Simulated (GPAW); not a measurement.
Band structure of Mg (P6_3/mmc, 2 atoms in the cell).

```
Mg
1.0
    1.64352    -2.84666     0.00000
    1.64352     2.84666     0.00000
    0.00000     0.00000     5.33504
Mg
2
Direct
  0.33333   0.66667   0.25000
  0.66667   0.33333   0.75000
```

Method: PBE, GPAW PAW datasets PBE (gpaw-data 1.0.1) (plane waves; GPAW).

Settings: mode = pw; ecut = 800 eV; xc = PBE; kpts = 12 12 6; mesh shift (steps) = 0 0 0; occupations.name = fermi-dirac; occupations.width = 0.1 eV; nbands = -6; symmetry.symmorphic = false; symmetry.tolerance = 0.0005; maxiter = 100; bandpath_npoints = 40.

The starting cell has typed, rounded lattice constants, without a prior relaxation at this level. Its lattice was rescaled by a random factor within 2.5 % of one.

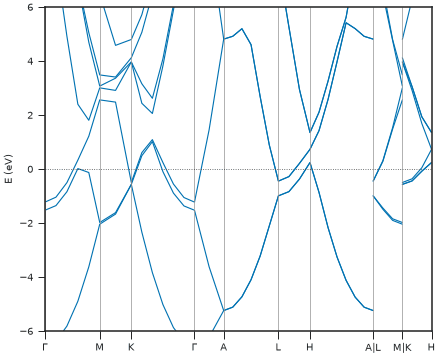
Bands along the path, energies from the Fermi level.

Levels in eV from the Fermi level, bands 7 to 14:
```json
[
 {"point": "Γ", "7": "-43.00", "8": "-43.00", "9": "-6.56", "10": "-1.53", "11": "-1.23", "12": "10.43", "13": "10.43", "14": "10.48"},
 {"point": "M", "7": "-43.01", "8": "-43.01", "9": "-2.05", "10": "-1.98", "11": "2.56", "12": "3.00", "13": "3.07", "14": "3.48"},
 {"point": "K", "7": "-43.01", "8": "-43.01", "9": "-0.57", "10": "-0.57", "11": "-0.50", "12": "3.96", "13": "3.96", "14": "4.12"},
 {"point": "A", "7": "-43.00", "8": "-43.00", "9": "-5.24", "10": "-5.24", "11": "4.81", "12": "4.81", "13": "11.21", "14": "11.21"},
 {"point": "L", "7": "-43.01", "8": "-43.01", "9": "-1.00", "10": "-1.00", "11": "-0.45", "12": "-0.45", "13": "7.60", "14": "7.60"},
 {"point": "H", "7": "-43.01", "8": "-43.01", "9": "0.24", "10": "0.24", "11": "0.73", "12": "0.73", "13": "1.35", "14": "1.35"}
]
```

Bands cross the Fermi level along this path, so the cell is metallic at this level.
